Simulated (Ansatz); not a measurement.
**C₂H₈OSi: single-point calculation**

The run: single-point calculation of C₂H₈OSi, SMILES CO[SiH2]C. Method and program: RHF-MP2, frozen core/def2-QZVPP (Ansatz 0.2.0).

The geometry comes from this level: PBE0-D4/def2-TZVP.

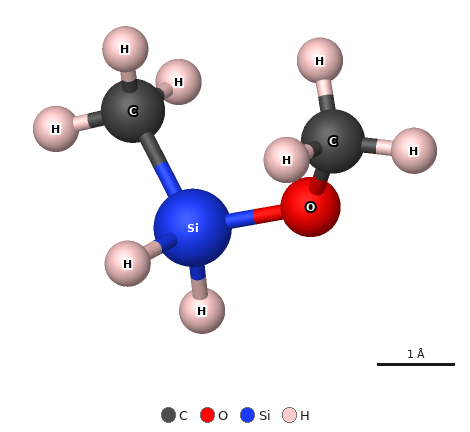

Figure 1. The input geometry (ball-and-stick view, seen at a tilt). Bond lengths as drawn: C–H 1.09 to 1.10 Å, C–O 1.41 Å, C–Si 1.86 Å, H–Si 1.48 to 1.49 Å and O–Si 1.65 Å.

### The input
```yaml
crystal:
  periodic: [false, false, false]
  atoms:
    - {symbol: C, position_ang: [0.090913, 1.599502, -1.010710]}
    - {symbol: O, position_ang: [0.715314, 0.340310, -1.046324]}
    - {symbol: Si, position_ang: [0.813079, -0.647301, 0.266875]}
    - {symbol: C, position_ang: [-0.854178, -1.277028, 0.813411]}
    - {symbol: H, position_ang: [0.306486, 2.118040, -1.946783]}
    - {symbol: H, position_ang: [0.464358, 2.214361, -0.182192]}
    - {symbol: H, position_ang: [-0.997171, 1.508076, -0.911535]}
    - {symbol: H, position_ang: [1.443101, 0.096371, 1.398528]}
    - {symbol: H, position_ang: [1.691660, -1.767902, -0.148769]}
    - {symbol: H, position_ang: [-1.508818, -0.460020, 1.127203]}
    - {symbol: H, position_ang: [-0.737347, -1.953775, 1.664729]}
    - {symbol: H, position_ang: [-1.350495, -1.825736, 0.009468]}
basis:
  gaussian: {orbitals: "def2-QZVPP.json"}
correlation: {method: mp2}
```

Machine: 4 CPU threads, shared host.

### Log
```
Functional definition: HF
  name "HF"
  cite "Fock, Z. Phys. 61, 126 (1930) doi:10.1007/BF01340294"
  parent pbe
  exchange = exact_x
  correlation = 0
2837 factors; integrals over basis functions are off by at most 8.6e-4 eV
mean field evaluation 1: about -12086.7578 eV, gradient 4.1e1 eV
mean field evaluation 2: about -12086.8695 eV, gradient 4.1e1 eV
mean field evaluation 4: about -12090.6249 eV, gradient 4.6e0 eV
mean field evaluation 8: about -12090.6863 eV, gradient 2.3e-1 eV
mean field -12090.68652309 eV, -444.3245343618 hartree, gradient 2.4e-6 eV, S^2 0.000000; 0 other end points of the search recorded, 0 dependent functions left out
8 core orbitals not correlated: weight in the atoms' cores, before any rotation towards them, 1.000 or more for the frozen orbitals, at most 0.000 for the correlated occupied ones
reference -12090.68652309 eV, -444.3245343618 hartree; 13, 13 occupied and 460, 460 virtual orbitals, 2837 factors
second order -20.97304412 eV of doubles, -0.00000000 eV of singles
Total energy: -12111.65956721 eV, -445.0952795172 hartree
```

### Summary

- outcome: converged
- total energy: −12111.6596 eV
- mean-field energy: −12090.6865 eV
- SCF solution under orbital rotations: stable
- wall time: 18 s (CPU time 63 s)
- peak memory: 2.9 GiB
